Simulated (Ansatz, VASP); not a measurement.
# Cross-check of BN between VASP and Ansatz

One calculation is typed for both programs; each brings its own data sets. How far apart do they land? The cell is taken from a series of VASP runs on this material, whose earlier steps may have relaxed, scaled or displaced it; both programs get it as it stands. Valence electrons are named where the data sets of a main pair hold unlike numbers.

Calculated with Ansatz 0.2.0; plane waves, with VASP 6.6.1 beside it; band structure at PBE0.

## (1) The starting structure

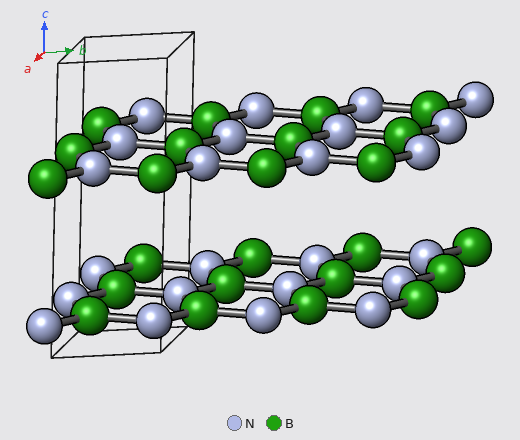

The cell as given, slightly off an axis (nitrogen light blue, boron green). 3×4×1 cells are drawn.

## (2) Ansatz: band structure, PBE0

Ansatz runs on its default PAW (the set named soft_2) files.

The same path points are solved in both programs, so levels can be compared one by one.

input.yaml

```yaml
crystal:
  lattice:
    - [2.50399, 0.0, 0.0]
    - [-1.251995, 2.1685189508, 0.0]
    - [0.0, 0.0, 6.6612]
  atoms:
    - { symbol: "N", position: [0.6666666667, 0.3333333333, 0.25] }
    - { symbol: "N", position: [0.3333333333, 0.6666666667, 0.75] }
    - { symbol: B, position: [0.6666666667, 0.3333333333, 0.75] }
    - { symbol: B, position: [0.3333333333, 0.6666666667, 0.25] }
hamiltonian:
  xc: pbe0
  pseudopotentials: { kind: paw }
kpoints:
  mp_grid: { grid: [7, 7, 2] }
  band_path:
    path:
      - [0.0, 0.0, 0.0]
      - [0.44444, 0.0, 0.0]
      - [0.5, 0.0, 0.0]
      - [0.38889, 0.22222, 0.0]
      - [0.2963, 0.2963, 0.0]
      - [0.18519, 0.18519, 0.0]
      - [0.0, 0.0, 0.11111]
      - [0.0, 0.0, 0.5]
      - [0.44444, 0.0, 0.5]
      - [0.38889, 0.22222, 0.5]
      - [0.18519, 0.18519, 0.5]
      - [0.5, 0.0, 0.38889]
      - [0.33333, 0.33333, 0.0]
      - [0.33333, 0.33333, 0.5]
    npoints: 1
scf:
  occupations: { method: gaussian, width: 0.03 }
  n_extra_bands: 8
output:
  forces: true
  stress: true
  eigenvalues: true
```

Run with:

```sh
ansatz run input.yaml --threads 4 --pin off --max-ram 9216MiB --backend cpu --events-out ev --progress --plain --runs-dir out
```

Numbers of over 12 decimals in the logs are rounded to 6 here.

Log:

```text
Warning: output.stress: scf.convergence.dr2_threshold = 1e-7 eV (the SCF's general default) is looser than the 4e-10 eV advised for a printed stress (1e-10 eV for each atom of the cell: 4). What an SCF threshold leaves in a stress goes as its square root, and in the free energy as the threshold itself, and one threshold admits the most on a small cell: [figures from the program's tests cut] Set scf.convergence.dr2_threshold to 4e-10 eV or tighter. The threshold is an SCF's pass mark: one that does not reach it within its budget of iterations ends unconverged, or closes short of it on a stop that the run arms, and scf.convergence.dr2_threshold's page says what that costs each kind of run
Warning: output.stress: scf.exx.energy_threshold = 1e-6 eV is looser than the 4e-8 eV advised for a stress under a hybrid functional (1e-8 eV for each atom of the cell: 4). Every SCF of the exchange loop can meet its threshold on dr2 while the loop round them stops early: no threshold on dr2 bounds what that leaves in the stress. Set scf.exx.energy_threshold to 4e-8 eV or tighter. The threshold is the loop's pass mark: a loop that does not reach it within its budget of cycles ends unconverged, and scf.exx.energy_threshold's page has the law
scf.n_extra_bands = 8 over 8 filled bands (N_el = 16.0): the run solves 16 bands
Engine: ansatz 0.2.0, aarch64-unknown-linux-gnu
Pseudopotentials: kind: paw
Pseudopotential: N, paw, valence charge 5, recommended cutoff 420 eV (normal), N.paw.azcp
Pseudopotential: B, paw, valence charge 3, recommended cutoff 420 eV (normal), B.paw.azcp
Functional definition: PBE0
  parameter a = 0.25
  parameter kappa = 0.804
  parameter beta = 0.066725
  exchange = (1 - a)*pbe_x(kappa = kappa, mu = beta*pi^2/3) + a*exact_x
  correlation = pbe_c(beta = beta)
Crystal: 4 atoms, lattice volume = 36.170 Å³
Basis set: ecut = 420 eV, 713 PW (Γ), exchange–correlation on 36×36×90 points (8 copies of the dense FFT grid, shifted against one another)
Bands: 16, of which v1, the nominal top of the filled ones, is band 8 counted from 1 (7 counted from 0)
Symmetry: 24 space group operations
Space group: P63/mmc (ITA 194), of the structure as read, at distance tolerance 3.3e-5 Å
k-points: 16 of 98
Non-local potential: N, projectors of the file, l = 0: 2, l = 1: 2, l = 2: 1
Non-local potential: B, projectors of the file, l = 0: 2, l = 1: 2, l = 2: 1
PAW form: soft (Blöchl's): semilocal exchange-correlation on the pseudo side does not see the compensation charge
PAW frozen core: N, regenerated for the run's functional, and the local potential with it (the file was generated under x = pbe(κ = 0.804, μ = 0.219515), c = pbe(β = 0.066725))
PAW frozen core: B, regenerated for the run's functional, and the local potential with it (the file was generated under x = pbe(κ = 0.804, μ = 0.219515), c = pbe(β = 0.066725))
PAW one-centre angular grid: N, 110 points (default); XC on 64 Gauss nodes
PAW one-centre angular grid: B, 110 points (default); XC on 64 Gauss nodes
Initial density: superposition of atomic densities (neutral atoms: chi_scale 0, normalization atom), corrected by the library's trained network
Initial wavefunctions: pseudopotential atomic-orbital guess
Functional: x = pbe(κ = 0.804, μ = 0.219515), c = pbe(β = 0.066725), warm-up for x = 0.75 pbe(κ = 0.804, μ = 0.219515) + 0.25 exact, c = pbe(β = 0.066725)
SCF iter   1: F=—  HF=-1084.804175 eV  |F-HF|=—  |Δ(HF+E_count)|=         —  Δρ=1.54e-3  dr2=2.40e-4  ethr=1.77e-3  ⟨swp⟩=2.2  Hψ=1746  notcnv=0
preconditioner: auto → none  [insulator: Δε(μ)=4.486 eV  Ē_g=18.647 eV  σ=0.030 eV  W_gap=1.00  n_scr=4 (ndim 8)  ℏωp=24.7 eV  f_vac=0.023  D(μ)=0.00/eV (n_scr^D=0)]
SCF iter   2: F=-1084.805527 eV  HF=-1084.805169 eV  |F-HF|=3.57e-4  |Δ(HF+E_count)|=   9.94e-4  Δρ=7.38e-4  dr2=3.95e-5  ethr=1.50e-6  ⟨swp⟩=3.2  Hψ=507  notcnv=0
SCF 1 stopped early in 2 iterations: F = -1084.805527 eV  dr2 = 3.95e-5
  greatest PAW one-centre occupation: 0.797 electrons in one spin orbital (limit 2), on the N atom at site 1 (counted from 0), in its partial waves of l = 0
Initial density: handed on by an earlier stage of this run
Initial wavefunctions: those handed on with the density
Functional: x = 0.75 pbe(κ = 0.804, μ = 0.219515) + 0.25 exact, c = pbe(β = 0.066725)
Frozen-core exchange: fock
SCF iter   1: F=—  HF=-1085.259635 eV  |F-HF|=—  |Δ(HF+E_count)|=         —  Δρ=7.53e-3  dr2=1.36e-2  ethr=2.47e-6  ⟨swp⟩=7.1  Hψ=1279  notcnv=0
preconditioner: auto → none  [insulator: Δε(μ)=6.583 eV  Ē_g=21.830 eV  σ=0.030 eV  W_gap=1.00  n_scr=4 (ndim 8)  ℏωp=24.7 eV  f_vac=0.022  D(μ)=0.00/eV (n_scr^D=0)]
SCF iter   2: F=—  HF=-1085.255105 eV  |F-HF|=—  |Δ(HF+E_count)|=   4.53e-3  Δρ=3.52e-3  dr2=2.85e-3  ethr=2.47e-6  ⟨swp⟩=3.6  Hψ=653  notcnv=0
SCF iter   3: F=—  HF=-1085.262357 eV  |F-HF|=—  |Δ(HF+E_count)|=   7.25e-3  Δρ=1.92e-3  dr2=1.20e-3  ethr=2.47e-6  ⟨swp⟩=3.4  Hψ=580  notcnv=0  defer=1
iter 4 solved again at ethr=8.31e-8 eV; its pass at ethr=2.47e-6 eV (dr2=1.33e-5 eV) is discarded
SCF iter   4: F=—  HF=-1085.262003 eV  |F-HF|=—  |Δ(HF+E_count)|=   3.54e-4  Δρ=2.70e-4  dr2=5.89e-5  ethr=8.31e-8  ⟨swp⟩=2.0  Hψ=930  notcnv=0
SCF iter   5: F=—  HF=-1085.262208 eV  |F-HF|=—  |Δ(HF+E_count)|=   2.05e-4  Δρ=3.34e-4  dr2=3.46e-5  ethr=8.31e-8  ⟨swp⟩=3.2  Hψ=496  notcnv=0  defer=1
SCF iter   6: F=-1085.262199 eV  HF=-1085.262199 eV  |F-HF|=4.32e-8  |Δ(HF+E_count)|=   8.90e-6  Δρ=4.08e-5  dr2=3.05e-6  ethr=8.31e-8  ⟨swp⟩=3.1  Hψ=462  notcnv=0
SCF 2 stopped early in 6 iterations: F = -1085.262199 eV  dr2 = 3.05e-6
  greatest PAW one-centre occupation: 0.799 electrons in one spin orbital (limit 2), on the N atom at site 1 (counted from 0), in its partial waves of l = 0
hybrid outer 1: dexx = +8.556e-3 eV, tail = 2.02e-5 eV
Frozen-core exchange: fock
SCF iter   1: F=—  HF=-1085.262315 eV  |F-HF|=—  |Δ(HF+E_count)|=         —  Δρ=7.22e-5  dr2=1.27e-6  ethr=6.30e-7  ⟨swp⟩=4.4  Hψ=671  notcnv=0
preconditioner: auto → none  [insulator: Δε(μ)=6.593 eV  Ē_g=21.827 eV  σ=0.030 eV  W_gap=1.00  n_scr=4 (ndim 8)  ℏωp=24.7 eV  f_vac=0.022  D(μ)=0.00/eV (n_scr^D=0)]
SCF iter   2: F=—  HF=-1085.262315 eV  |F-HF|=—  |Δ(HF+E_count)|=   2.83e-7  Δρ=1.45e-5  dr2=1.51e-7  ethr=6.89e-9  ⟨swp⟩=3.0  Hψ=474  notcnv=0
SCF iter   3: F=—  HF=-1085.262315 eV  |F-HF|=—  |Δ(HF+E_count)|=   4.63e-7  Δρ=1.17e-5  dr2=2.62e-8  ethr=1.29e-10  ⟨swp⟩=3.8  Hψ=624  notcnv=0  defer=1
SCF iter   4: F=-1085.262315 eV  HF=-1085.262315 eV  |F-HF|=4.72e-10  |Δ(HF+E_count)|=   3.02e-8  Δρ=3.20e-6  dr2=1.13e-9  ethr=1.29e-10  ⟨swp⟩=3.0  Hψ=457  notcnv=0  defer=1
SCF 3 converged in 4 iterations: F = -1085.262315 eV  dr2 = 1.13e-9
  Residual-converged pass: ⟨swp⟩=3.0  Hψ=444  notcnv=0  max |occ|·‖R‖ = 2.4e-6 eV (tolerance 2.4e-6 eV)  dr2=1.11e-9  dr2_onsite=9.49e-11  max |Δocc| = 0.0e0
hybrid outer 2: dexx = +6.618e-7 eV, tail = 8.55e-9 eV, Δε = 2.65e-3 eV (about 6.61e-5 eV left of the loop's levels)
NSCF: frozen V_eff on 14 k-points
hybrid SCF converged: 2 outer / 10 inner (+2 warm-up), last move |dexx| = 6.62e-7 eV, tail = 8.55e-9 eV
Stability not checked: this state was not tested for a lower state beside it, because the functional holds exact exchange (a hybrid, or Hartree-Fock), whose exchange loop this test does not read (fock_operator; see scf.lower_state_search)
Free energy (F): -1085.262315 eV
Frozen-core exchange: fock
Harris-Foulkes:  -1085.262315 eV  (|F-HF|=4.72e-10)
Internal energy: -1085.262315 eV  (E = F + TS)
E sigma→0 (E₀):  -1085.262315 eV
Fermi energy:    6.785762 eV
--- Per-component energies (eV) ---
  E_band       = -70.035114
  E_kinetic    = 366.979825
  E_local      = -694.599533  (includes V_loc(G=0)·N_el)
  E_nonlocal   = 113.739784
  E_hartree    = 225.064253
  E_xc         = -142.946569
  E_vxc        = -177.250555  (∫ρ·V_xc dr)
  E_exx        = -45.418920  (= α·E_x^exact, valence–valence)
  E_paw        = -410.137705  (= ΣΔE_a)
  E_vpaw       = -38.195212  (= ΣTr[D̂ρ^β])
  E_aug_tail   = 0.000203  (compensation charges beyond the density's cutoff)
  E_ewald      = -497.875223
  E_core_change = -0.068429  (= ΣΔE_core)
  E_smearing   = -0.000000  (= −TS)
  E_closure    = -0.000000  (closes the sum)
  Σ components = -1085.262315   (vs F -1085.262315, Δ=2.27e-13)
--- Forces (eV/Å), atoms counted from 1 ---
  atom   1  N     -0.00000000     0.00000000    -0.00000000
  atom   2  N     -0.00000000    -0.00000000     0.00000000
  atom   3  B      0.00000000     0.00000000    -0.00000000
  atom   4  B      0.00000000    -0.00000000     0.00000000
  max |Σ_I F_I| component: 4.63e-17 eV/Å
--- Stress (GPa, compression-positive) ---
       -3.727630       0.000000      -0.000000
        0.000000      -3.727630       0.000000
       -0.000000       0.000000       2.185746
  P = ⅓ Tr σ = -1.7565 GPa (-17.565 kbar)
--- Band table (eV; the first three rows and the last of 16) ---
  k-point 0: bands = [... 4 lower, 1.9226, 1.9226, 1.9622, 1.9622, 10.6498, 16.2648, 17.6081, 17.6081, ... 4 higher]
  k-point 1: bands = [... 4 lower, 1.9425, 1.9425, 1.9425, 1.9425, 13.2006, 13.2006, 17.6759, 17.6759, ... 4 higher]
  k-point 2: bands = [... 4 lower, 0.2782, 0.3197, 1.1775, 1.2276, 11.3507, 15.9748, 17.0949, 17.5312, ... 4 higher]
  k-point 15: bands = [... 4 lower, -3.8039, -3.8039, 3.1037, 3.1037, 10.6599, 10.6599, 17.8347, 17.8347, ... 4 higher]
```

Elapsed: 20 s, on 4 threads of Arm Neoverse V1, shared host; peak memory 0.6 GiB.

[end of part 1 of 2]

[Lines on the potential files, build, host, timing and source positions are cut from VASP's logs without a mark.]

[Logs are printed without paths, hosts, clocks, repeated set-up lines and the standing remarks that a program may print on its own settings, such as how far it seeks lower states.]

[Hosts, paths, dates, database ids (printed as entryN), source tags and the programs' standing remarks are cut or masked in the printed files.]
